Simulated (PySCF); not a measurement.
# C₂H₆Cl₂Sn, SMILES `C[Sn](C)(Cl)Cl`: electronic structure

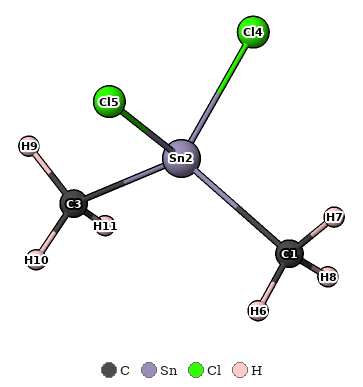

The molecule, with its atoms numbered as below. No frequency check shows the geometry to be a minimum.

Geometry (Å), atoms numbered from 1:

```
C1      -0.0012   -1.3650   -1.9259
Sn2     -0.0000   -0.2728    0.0001
C3       0.0024   -1.3636    1.9276
Cl4     -1.8457    1.1522    0.0008
Cl5      1.8451    1.1535   -0.0010
H6       0.8886   -1.9797   -1.9848
H7      -0.0002   -0.6335   -2.7260
H8      -0.8907   -1.9726   -1.9909
H9       0.0009   -0.6315    2.7271
H10      0.8923   -1.9859    1.9775
H11     -0.8871   -1.9788    1.9869
```

### 1. Bonding charge

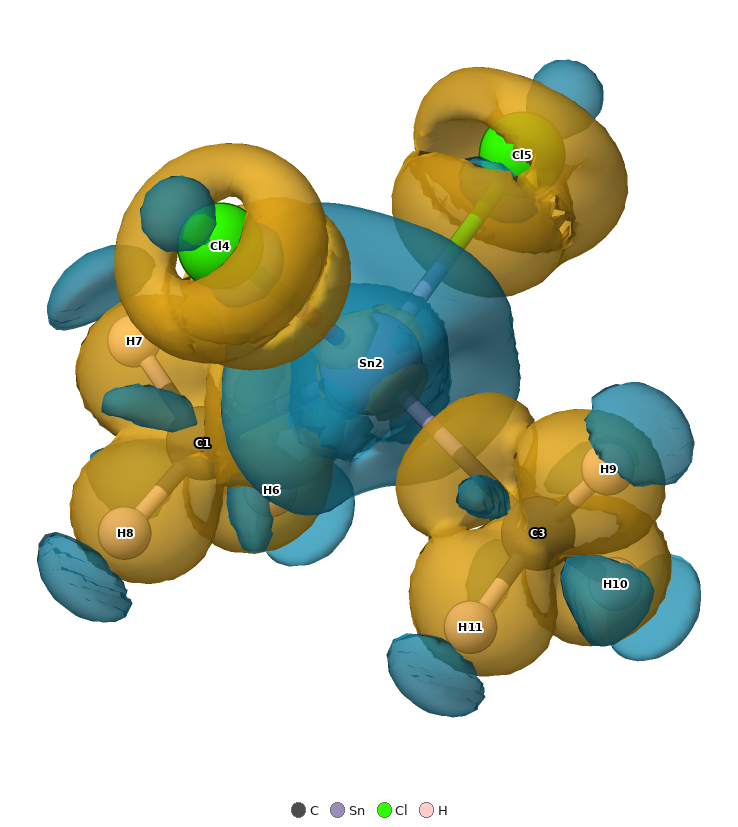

Deformation density (molecule less spherical, spin-averaged free atoms at the same positions), surfaces at ±0.04 e/Å³; yellow: gain, teal: loss.

PySCF calculation, PBE/def2-TZVP, gas phase; geometry: GFN2-xTB. Core potentials replace the inner electrons of Sn; spin–orbit coupling isn't included.

**How much density has each bond gained at its critical point, relative to the free atoms?**

C1–H8, C3–H11 and C1–H6: +0.68 e/Å³ at the bond critical point (bond length 1.08 Å, Mayer order 0.9). C3–H9 and C1–H7: +0.68 e/Å³ at the bond critical point (bond length 1.08 Å, Mayer order 0.9). C3–H10: +0.67 e/Å³ at the bond critical point (bond length 1.09 Å, Mayer order 0.9). C1–Sn2 and Sn2–C3: +0.15 e/Å³ at the bond critical point (bond length 2.21 Å, Mayer order 0.9). Sn2–Cl4 and Sn2–Cl5: +0.06 e/Å³ at the bond critical point (bond length 2.33 Å, Mayer order 1.0). In all, 2.3 electrons gather in the regions of gain relative to the promolecule. A small or negative value marks a very polar bond, one between electron-rich atoms, whose free-atom densities already overlap strongly, a long bond to a heavier atom, or a closed-shell contact such as a hydrogen bond.

**Where do the Hirshfeld charges lie?**

The highest Hirshfeld charge is on Sn2 (+0.51 e), the lowest on Cl4 and Cl5 (−0.21 e).

| atom | charge (e) |
| --- | --- |
| C1 | −0.18 |
| Sn2 | +0.51 |
| C3 | −0.18 |
| Cl4 | −0.21 |
| Cl5 | −0.21 |
| H6 | +0.04 |
| H7 | +0.05 |
| H8 | +0.04 |
| H9 | +0.05 |
| H10 | +0.04 |
| H11 | +0.04 |

### 2. Bond critical points

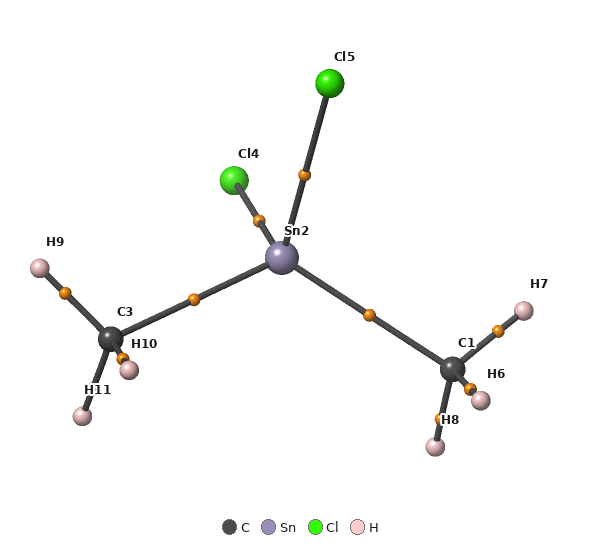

Molecular graph of the electron density (QTAIM): bond paths, bond critical points (orange), ring points (yellow, if any); weak paths are dashed.

**How many critical points of each kind are there, and does the count close?**

11 nuclei, 10 bond, 0 ring and 0 cage critical points: 11 − 10 + 0 − 0 = 1, as the Poincaré–Hopf relation requires.

**What does the calculation give at each kind of bond critical point?**

| bond | length (Å) | ρ (a.u.) | ∇²ρ (a.u.) | ε | H (a.u.) |
| --- | --- | --- | --- | --- | --- |
| C1–H8 (3 alike) | 1.079 | 0.280 | −0.94 | 0.01 | −0.282 |
| C3–H9 (2 alike) | 1.084 | 0.277 | −0.93 | 0.01 | −0.277 |
| C3–H10 | 1.087 | 0.275 | −0.92 | 0.01 | −0.273 |
| C1–Sn2 (2 alike) | 2.214 | 0.094 | +0.07 | 0.02 | −0.034 |
| Sn2–Cl4 (2 alike) | 2.332 | 0.089 | +0.18 | 0.00 | −0.030 |

**What kind of interaction is Sn2–Cl4?**

Polar or intermediate (positive Laplacian, negative energy density H): ρ = 0.089, ∇²ρ = +0.18, H = −0.030 a.u.

### 3. Electrostatic potential

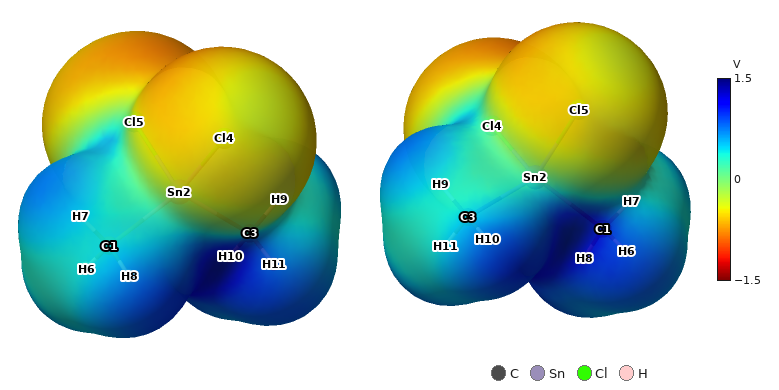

Electrostatic potential on the surface of electron density 0.001 a.u. (back view left, front view right).

**Where are the extremes of the potential on the surface?**

Highest: 1.43 V, near H10 (1.99 Å) and H6 (2.13 Å), and at like points elsewhere. Further maxima include 0.76 V, 1.3 Å from H9; −0.35 V, 2.0 Å from Cl4. Lowest: −0.81 V, 2.1 Å from Cl4. Further minima include 0.28 V, near H10 (1.87 Å), H9 (1.88 Å), C3 (1.96 Å) and H11 (2.00 Å), and at like points elsewhere. The surface is sampled at points, so like sites can differ by a few per cent and only the strongest of them is named.

### 4. In an electric field

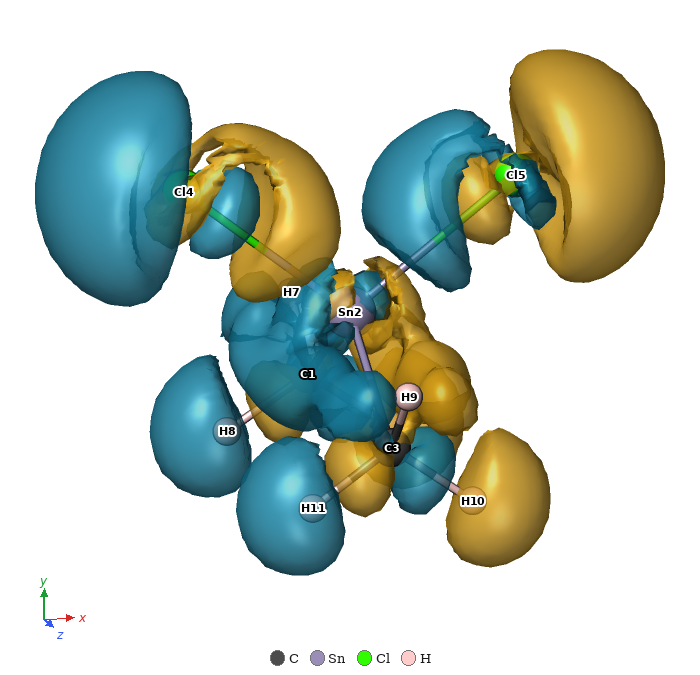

Change of the electron density in a uniform field of 0.21 V/Å, surfaces at ±0.0015 e/Å³ (yellow: gain, teal: loss).

PySCF calculation, PBE/def2-TZVP, gas phase; geometry: GFN2-xTB. Core potentials replace the inner electrons of Sn; spin–orbit coupling isn't included. A basis without diffuse functions makes polarisabilities too small.

The field was applied in both directions; the picture shows the one opposite to the script's first.

**Along which Cartesian direction does the field point?**

Along −x: electrons gather on the +x side, against the field.

**What dipole is induced, and what polarisability does it imply?**

The induced dipole is 0.92 D (along the field); α along this axis, from the fields in both directions, is 91 bohr³ (13.5 Å³).

### 5. Removing or adding an electron

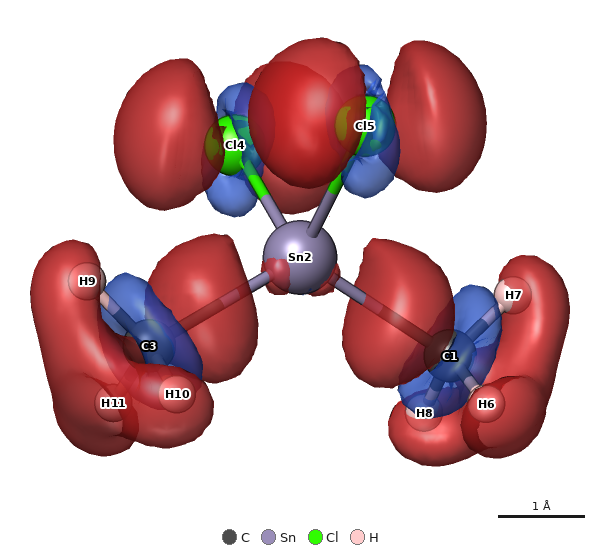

Fukui function f⁻ = ρ(N) − ρ(N−1) at fixed geometry, surfaces at ±0.015 e/Å³ (red positive, blue negative).

Computed with PySCF, PBE/def2-TZVP, geometry: GFN2-xTB. Core potentials replace the inner electrons of Sn; spin–orbit coupling isn't included.

**Which atoms respond most to the removal of an electron?**

f⁻ (Hirshfeld-condensed) is largest on Cl4 and Cl5 (0.23 each); the vertical ionisation energy is 9.52 eV (the stability of the cation's solution wasn't checked). Condensed values hint at sites of electrophilic attack but needn't mark the atom that reacts. Orbital relaxation makes it negative in places (0.14 e in all).

```
atom     f⁻  charge
  C1  +0.09   −0.18
 Sn2  +0.11   +0.51
  C3  +0.09   −0.18
 Cl4  +0.23   −0.21
 Cl5  +0.23   −0.21
  H6  +0.04   +0.04
  H7  +0.04   +0.05
  H8  +0.04   +0.04
  H9  +0.04   +0.05
 H10  +0.04   +0.04
 H11  +0.04   +0.04
```

The PySCF runs shown took 30 s, 63 s and 75 s on 1 thread of Intel(R) Xeon(R) 6975P-C (Granite Rapids) (shared host).
